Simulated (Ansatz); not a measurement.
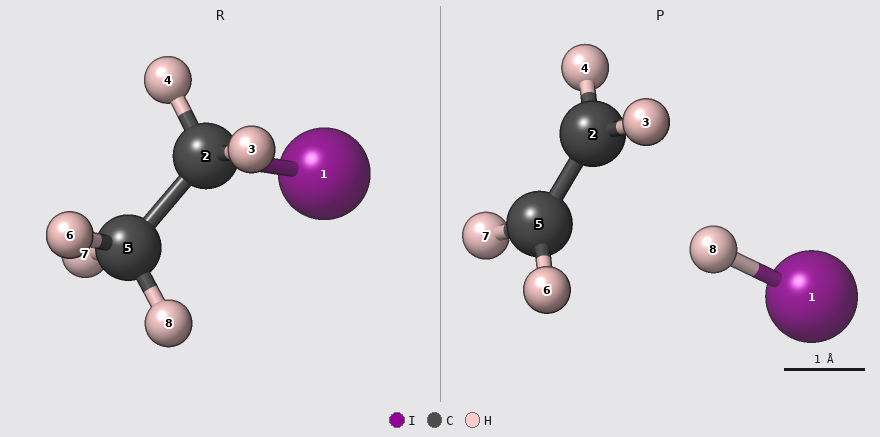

Reactant (R) and product (P) of one elementary step of C2H5I. A ball-and-stick model, seen at a tilt.

Stationary points at PBE0-D4/def2-TZVP, single-point energies with CCSD(T)/CBS, CAM-B3LYP-D4, B2PLYP, B3LYP-D4, RPA@PBE, wB97M-V (def2-TZVPP where no basis is named; Ansatz 0.2.0). The energies are electronic, without zero-point or thermal terms, and both ends are the minima reached downhill from the saddle, with any fragments still in contact. CCSD(T)/CBS stands for a frozen-core estimate: MP2 correlation extrapolated from def2-TZVPP and def2-QZVPP, CCSD(T) minus MP2 from the smaller set. Elements past krypton carry the basis set's effective core potentials.

R:
```xyz
8

I     0.0577   -2.3873    0.1447
C     0.6275   -0.3196    0.0099
H     1.2594   -0.1502    0.8790
H     1.2333   -0.2570   -0.8915
C    -0.5688    0.5953   -0.0278
H    -0.2295    1.6345   -0.0962
H    -1.2031    0.3884   -0.8908
H    -1.1764    0.4959    0.8729
```

P:
```xyz
8

I    -1.2585   -2.7737    1.1070
C     0.9135    0.4105   -0.2945
H     1.5849    0.4454    0.5568
H     1.2730   -0.1056   -1.1783
C    -0.2856    0.9743   -0.2580
H    -0.6437    1.4933    0.6246
H    -0.9556    0.9423   -1.1106
H    -0.6281   -1.3865    0.5532
```

Question: What is the transition state like, and how high is the barrier?

Answer: Counted by bonded pieces, R holds C₂H₅I and P holds C₂H₄ + HI. From R over the saddle to P, a bond forms: I1–H8 (3.22 → 2.14 → 1.62 Å). Bonds break: I1–C2 (2.15 → 3.05 → 4.10 Å), C5–H8 (1.09 → 1.25 → 2.52 Å). The saddle has one imaginary mode, 1377i cm⁻¹. With CCSD(T)/CBS the barrier is 2.61 eV from R and 1.56 eV from P, and P lies 1.05 eV above R.

```
       level  barrier from R (eV)  barrier from P (eV)  P less R (eV)
 CCSD(T)/CBS                 2.61                 1.56           1.05
CAM-B3LYP-D4                 2.54                 1.54           1.00
      B2PLYP                 2.48                 1.49           0.98
    B3LYP-D4                 2.32                 1.36           0.96
     RPA@PBE                 2.56                 1.56           1.00
     wB97M-V                 2.61                 1.57           1.04
```

Against CCSD(T)/CBS, wB97M-V comes closest on the barrier from R (−0.01 eV) and B3LYP-D4 misses most (−0.30 eV). The T1 diagnostic reaches 0.030, so the single-reference result is less sure there.

Saddle geometry:

```xyz
8

I    -0.5098   -2.4160    0.8588
C     0.8159    0.1206   -0.1849
H     1.4743    0.1300    0.6752
H     1.1629   -0.4201   -1.0571
C    -0.4415    0.7118   -0.1467
H    -0.6633    1.4071    0.6567
H    -0.9755    0.8555   -1.0806
H    -0.8631   -0.3888    0.2786
```

The saddle point in the same view, with dashed sticks for the bonds that form or break:

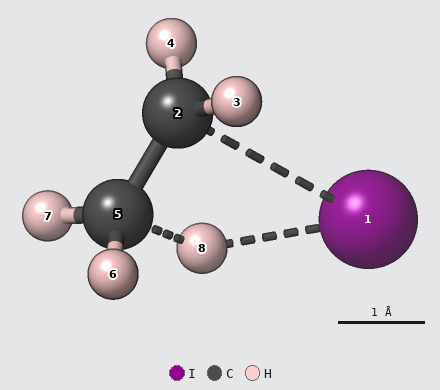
